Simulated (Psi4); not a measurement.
# SiH3OF (SMILES O[SiH2]F) at r2SCAN/cc-pVTZ (sweep point 2)

What is the vertical ionisation energy of SiH3OF at r2SCAN/cc-pVTZ (sweep point 2)? 

The calculation is run with Psi4 1.11.

## (1) The structure to begin with

SiH3OF: 6 atoms, total charge 0, spin state singlet. SMILES: `O[SiH2]F`. The coordinates come from a PBE0-D4/def2-TZVP relaxation. This is one conformer, not always the lowest.

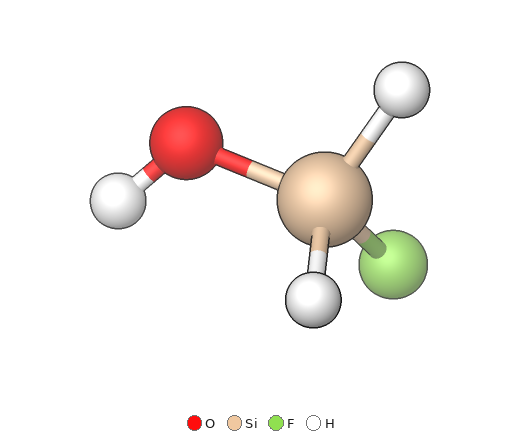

The structure, seen from a chosen angle (oxygen red, silicon light orange, fluorine green, hydrogen white).

## (2) A single-point energy at r2SCAN/cc-pVTZ (sweep point 2)

fh3osi.dat

```
memory 1.6 GB

molecule molecule1 {
  0 1
  O     -0.853500    -0.209200    -0.924100
  Si     0.378300    -0.009300     0.123900
  F      0.180800    -0.922800     1.417800
  H     -1.714200     0.150200    -0.705600
  H      1.595600    -0.458500    -0.575800
  H      0.455100     1.385600     0.617600
  units angstrom
  symmetry c1
}

set puream true
set scf_type pk
set dft_radial_points 99
set dft_spherical_points 590

result = energy("r2scan/cc-pVTZ")
```

Run with:

```
psi4 -n 1 fh3osi.dat fh3osi.out
```

fh3osi.out:

```text
[...]
  Running in c1 symmetry.
[...]
  Nuclear repulsion =  119.528429804854525
[...]
  Multiplicity = 1
[...]
  Nalpha       = 17
  Nbeta        = 17
[...]
    Number of basis functions: 136
[...]
   @RKS iter   1:  -466.23194078202653   -2.62897e-01   6.01052e-03 ADIIS/DIIS
[...]
   @RKS iter   8:  -466.44812617213506   -2.09275e-07   8.50823e-07 DIIS
[...]
    Orbital Energies [Eh]
    ---------------------
    Doubly Occupied:
       1A    -65.884513     2A    -24.477916     3A    -18.972550
       4A     -5.247432     5A     -3.590902     6A     -3.588961
       7A     -3.587369     8A     -1.146165     9A     -0.986634
      10A     -0.548513    11A     -0.474321    12A     -0.416531
      13A     -0.410378    14A     -0.383069    15A     -0.346540
      16A     -0.319842    17A     -0.299029
[...]
  @RKS Final Energy:  -466.44812617213506
   => Energetics <=
    Nuclear Repulsion Energy =            119.5284298048545253
    One-Electron Energy =                -884.2165098649802530
    Two-Electron Energy =                 339.3563248481843857
    DFT Exchange-Correlation Energy =     -41.1163709601937626
    Empirical Dispersion Energy =           0.0000000000000000
    VV10 Nonlocal Energy =                  0.0000000000000000
    Total Energy =                       -466.4481261721350620
[...]
 Multipole Moments:
 ------------------------------------------------------------------------------------
     Multipole            Electronic (a.u.)      Nuclear  (a.u.)        Total (a.u.)
 ------------------------------------------------------------------------------------
 L = 1.  Multiply by 2.5417464519 to convert [e a0] to [Debye]
 Dipole X            :         -0.4791090            0.1287650           -0.3503440
 Dipole Y            :         -1.9682204            2.4552553            0.4870348
 Dipole Z            :          2.2667692           -2.3910241           -0.1242550
 Magnitude           :                                                    0.6126852
[...]
```

Wall time 54 s (1 thread of AMD EPYC 7R43 (Zen 3), shared host); peak memory 1.2 GiB.

## (3) The doublet cation

fh3osi.dat, as its differences from that of step 2:

```diff
@@ -1,5 +1,5 @@
-memory 1.6 GB
+memory 1600 mb
 
-molecule molecule1 {
-  0 1
+molecule system {
+  1 2
   O     -0.853500    -0.209200    -0.924100
@@ -14,2 +14,4 @@
 
+set basis cc-pVTZ
+set reference uks
 set puream true
@@ -18,3 +20,4 @@
 set dft_spherical_points 590
+set maxiter 150
 
-result = energy("r2scan/cc-pVTZ")
+energy_value, wavefunction = energy("r2scan", return_wfn=True)
```

Run with:

```
psi4 -n 1 fh3osi.dat fh3osi.out
```

fh3osi.out:

```text
[...]
  Running in c1 symmetry.
[...]
  Nuclear repulsion =  119.528429804854525
[...]
  Multiplicity = 2
[...]
  Nalpha       = 17
  Nbeta        = 16
[...]
    Number of basis functions: 136
[...]
   @UKS iter   1:  -465.82612194990702    1.42922e-01   5.57271e-03 ADIIS/DIIS
[...]
   @UKS iter  13:  -466.02188773166898   -2.97799e-08   8.27979e-07 DIIS
[...]
   @S^2 Observed:                7.603326617E-01
[...]
    Orbital Energies [Eh]
    ---------------------
    Alpha Occupied:
       1A    -66.177978     2A    -24.746797     3A    -19.278272
       4A     -5.540694     5A     -3.883903     6A     -3.882526
       7A     -3.880961     8A     -1.406258     9A     -1.278745
      10A     -0.830871    11A     -0.754834    12A     -0.696248
      13A     -0.679321    14A     -0.652160    15A     -0.630117
      16A     -0.610892    17A     -0.600361
    Alpha Virtual:
      18A     -0.231054    19A     -0.228313    20A     -0.185122
      21A     -0.149704    22A     -0.118536    23A     -0.034010
      24A     -0.017206    25A     -0.005639    26A      0.057771
[...]
  @UKS Final Energy:  -466.02188773166898
   => Energetics <=
    Nuclear Repulsion Energy =            119.5284298048545253
    One-Electron Energy =                -874.6925141804904342
    Two-Electron Energy =                 329.8836180901427042
    DFT Exchange-Correlation Energy =     -40.7414214461758064
    Empirical Dispersion Energy =           0.0000000000000000
    VV10 Nonlocal Energy =                  0.0000000000000000
    Total Energy =                       -466.0218877316689827
[...]
 Multipole Moments:
 ------------------------------------------------------------------------------------
     Multipole            Electronic (a.u.)      Nuclear  (a.u.)        Total (a.u.)
 ------------------------------------------------------------------------------------
 L = 1.  Multiply by 2.5417464519 to convert [e a0] to [Debye]
 Dipole X            :         -0.0630997            0.1287650            0.0656653
 Dipole Y            :         -1.1613402            2.4552553            1.2939151
 Dipole Z            :          1.8509635           -2.3910241           -0.5400606
 Magnitude           :                                                    1.4036359
[...]
```

Run time: 2.2 min. Hardware: 1 thread of AMD EPYC 7R43 (Zen 3), shared host; peak memory 1.2 GiB.

## (4) Summary of results

At r2SCAN/cc-pVTZ (sweep point 2):

| quantity | value |
| --- | --- |
| singlet SiH3OF: total energy | -466.44813 Eh |
| singlet SiH3OF: dipole moment | 1.56 D |
| singlet SiH3OF: HOMO energy | -8.14 eV |
| singlet SiH3OF: LUMO energy | 0.27 eV |
| singlet SiH3OF: HOMO–LUMO gap | 8.40 eV |
| doublet cation: total energy | -466.02189 Eh |
| doublet cation: HOMO energy (highest over α and β) | -15.82 eV |
| doublet cation: LUMO energy (lowest over α and β) | -15.02 eV |
| doublet cation: ⟨S²⟩ | 0.760 |
| vertical ionisation energy (to the doublet cation) | 11.599 eV |

Removing an electron at fixed nuclei costs 11.60 eV (1119 kJ/mol). The negative HOMO energy of the first species, 8.14 eV, lies 3.46 eV below that difference.
